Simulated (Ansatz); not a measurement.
**GeH4 (SMILES [GeH4]): density, localisation and related maps**

Input file:

```
crystal:
  periodic: [false, false, false]
  atoms:
    - {symbol: Ge, position_ang: [0.000062, 0.000070, -0.000034]}
    - {symbol: H, position_ang: [1.148134, -0.756324, 0.680597]}
    - {symbol: H, position_ang: [-1.238820, -0.029976, 0.904175]}
    - {symbol: H, position_ang: [-0.329182, -0.669134, -1.340632]}
    - {symbol: H, position_ang: [0.419817, 1.455363, -0.244116]}
basis:
  gaussian: {orbitals: def2-TZVPP}
hamiltonian: {xc: pbe0, dispersion: d4}
output: {orbitals: {seedname: orbitals}}
```

Launched as:

```sh
ansatz run in.yaml --threads 2 --pin off --events-out ev --progress --plain --max-ram 32768MiB --backend cpu
```

Geometry: PBE0-D4/def2-TZVP.

Computed with RKS PBE0-D4/def2-TZVPP (Ansatz).

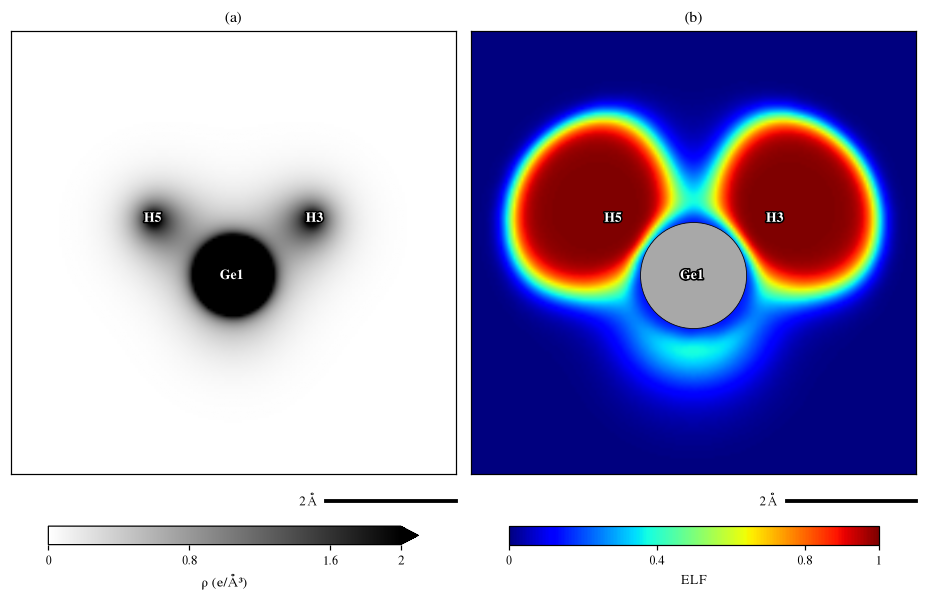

Figure 1. (a) total electron density; (b) ELF on the plane of atoms H3, Ge1 and H5. Grey discs cover the atomic cores in the ELF map.

Q: Interpret the plot.

A: Atoms in the plane: Ge and H. Ge–H (1.53 Å): the density is about 1.1 e/Å³ at the midpoint; the ELF climbs to about 1 towards the hydrogen.

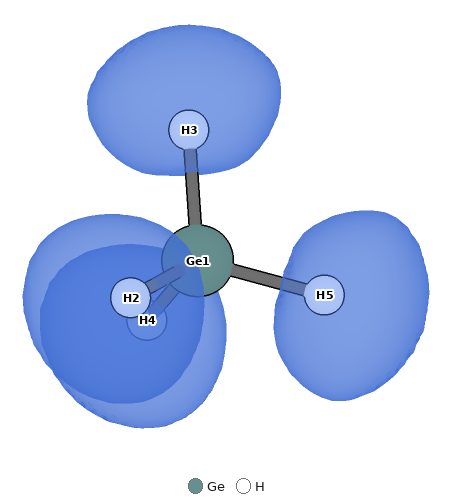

Figure 2. Isosurface of the electron localisation function at 0.9 (blue), seen from one side. Only the valence region is drawn (cores and ρ < 0.01 e/Å³ removed).

Q: Where are the electrons localised?

A: The surface consists of four regions around hydrogen nuclei.

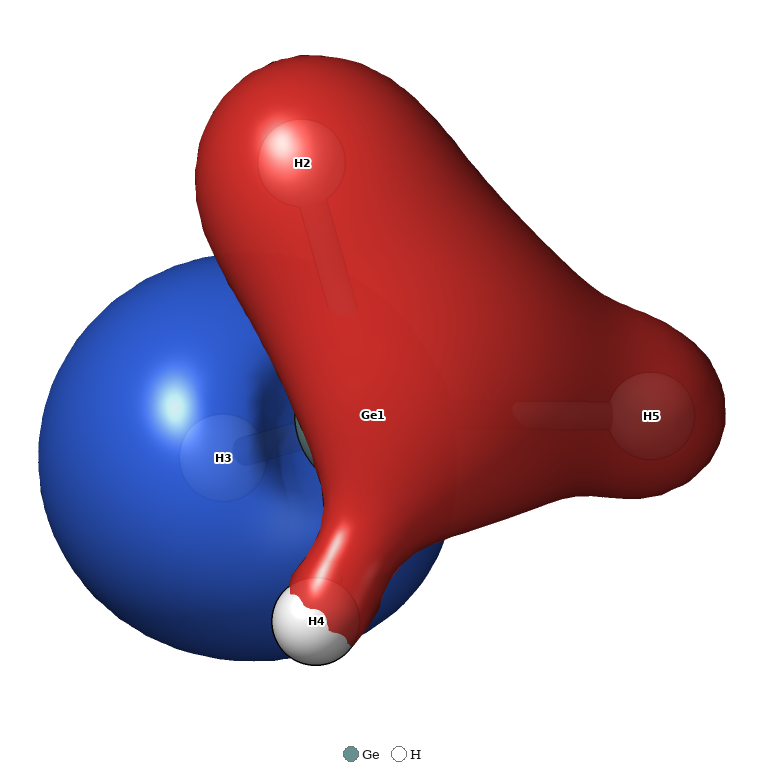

Figure 3. The HOMO at ±0.15 Å⁻³ᐟ² (red and blue are the two phases), seen at a tilt.

Q: What is the character of this orbital?

A: Its weight (Hirshfeld) is mainly on Ge1 (about 45 %) and H3 (about 40 %). It is one of a degenerate set, so its orientation is arbitrary. Its energy is −9.65 eV.
